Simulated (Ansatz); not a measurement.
# UHF/3-21G run of PH (SMILES [PH])

What is the energy change on altering one bond length of PH at UHF/3-21G? 

The calculation is run with Ansatz 0.2.0.

30 further runs of the same task are left out: 30 set aside as unsound or not needed.

## (1) The structure to begin with

PH has 2 atoms, charge 0, and is taken as a triplet. As SMILES, `[PH]`. Geometry: relaxed at PBE0-D4/def2-TZVP.

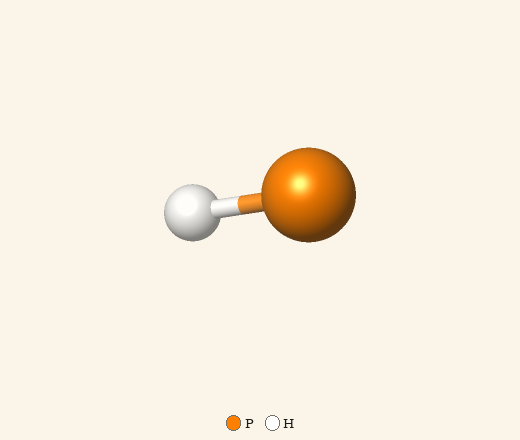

The structure, seen from a chosen angle (phosphorus orange, hydrogen white).

## (2) A single-point energy at UHF/3-21G

File in.yaml:

```yaml
crystal:
  periodic: [false, false, false]
  atoms:
    - {symbol: P, position_ang: [-0.000000, -0.000000, -0.014610]}
    - {symbol: H, position_ang: [0.000000, 0.000000, 1.413680]}
basis:
  gaussian: {orbitals: 3-21G.json}
magnetization: {spin_polarized: true, initial_magnetization: 2}
hamiltonian: {xc: hf}
accuracy: high
output: {orbitals: {seedname: orbitals}}
```

The basis set 3-21G is read from a file made from the Basis Set Exchange's data (not shown).

Command:

```
$ ansatz run in.yaml --threads 1 --pin off --max-ram 3480MiB --events-out events.jsonl --progress --plain --runs-dir runs
```

Standard output:

```text
Warning: RAYON_NUM_THREADS=1 ignored (pool sized by the plan → 1); use --threads N
Functional definition: HF
  name "HF"
  exchange = exact_x
  correlation = 0
277 factors; integrals over basis functions are off by at most 2.2e-9 eV
mean field evaluation 1: about -9239.4847 eV, gradient 4.6e0 eV
mean field evaluation 2: about -9239.4859 eV, gradient 4.6e0 eV
mean field evaluation 4: about -9239.7003 eV, gradient 4.3e-1 eV
mean field evaluation 8: about -9239.7041 eV, gradient 8.8e-7 eV
mean field -9239.70408511 eV, -339.5528622313 hartree, gradient 1.4e-8 eV, S^2 2.010769; 0 other end points of the search recorded, 0 dependent functions left out
reference -9239.70408511 eV, -339.5528622313 hartree; 9, 7 occupied and 6, 8 virtual orbitals, 277 factors
Total energy: -9239.70408511 eV, -339.5528622313 hartree
```

It took 0.08 s on 1 thread of Arm Neoverse V2, shared host.

## (3) The distorted shape

File in.yaml:

```yaml
crystal:
  periodic: [false, false, false]
  atoms:
    - {symbol: P, position_ang: [-0.000000, -0.000000, -0.228820]}
    - {symbol: H, position_ang: [0.000000, 0.000000, 1.413680]}
basis:
  gaussian:
    orbitals: 3-21G.json
hamiltonian:
  xc: hf
accuracy: high
output: {orbitals: {seedname: orbitals}}
magnetization:
  spin_polarized: true
  initial_magnetization: 2
```

The basis set 3-21G is read from a file made from the Basis Set Exchange's data (not shown).

Command:

```
$ ansatz run in.yaml --threads 1 --pin off --max-ram 3480MiB --events-out events.jsonl --progress --plain --runs-dir runs
```

Standard output:

```text
Warning: RAYON_NUM_THREADS=1 ignored (pool sized by the plan → 1); use --threads N
Functional definition: HF
  name "HF"
  exchange = exact_x
  correlation = 0
276 factors; integrals over basis functions are off by at most 3.1e-9 eV
mean field evaluation 1: about -9239.2383 eV, gradient 3.9e0 eV
mean field evaluation 2: about -9239.2392 eV, gradient 3.9e0 eV
mean field evaluation 4: about -9239.4186 eV, gradient 5.7e-1 eV
mean field evaluation 8: about -9239.4381 eV, gradient 1.0e-3 eV
mean field evaluation 16: about -9239.4379 eV, gradient 1.8e-8 eV
mean field -9239.43788442 eV, -339.5430795366 hartree, gradient 1.8e-8 eV, S^2 2.033886; 0 other end points of the search recorded, 0 dependent functions left out
reference -9239.43788442 eV, -339.5430795366 hartree; 9, 7 occupied and 6, 8 virtual orbitals, 276 factors
Total energy: -9239.43788442 eV, -339.5430795366 hartree
```

It took 0.08 s on 1 thread of Arm Neoverse V2, shared host.

## (4) Outcome

Level: UHF/3-21G.

```
                                                         quantity          value
                                        first shape: total energy  -339.55286 Eh
                  first shape: HOMO energy (highest over α and β)      -10.53 eV
                   first shape: LUMO energy (lowest over α and β)        1.35 eV
                                                first shape: ⟨S²⟩          2.011
                                    distorted shape: total energy  -339.54308 Eh
              distorted shape: HOMO energy (highest over α and β)      -10.63 eV
               distorted shape: LUMO energy (lowest over α and β)        1.30 eV
                                            distorted shape: ⟨S²⟩          2.034
energy change with the P1–H2 bond stretched from 1.428 to 1.643 Å       0.266 eV
```

What this shows: With the P1–H2 bond stretched from 1.428 to 1.643 Å the energy rises by 0.27 eV (25.7 kJ/mol). The first shape isn't relaxed at this level, so the change isn't measured from a minimum.
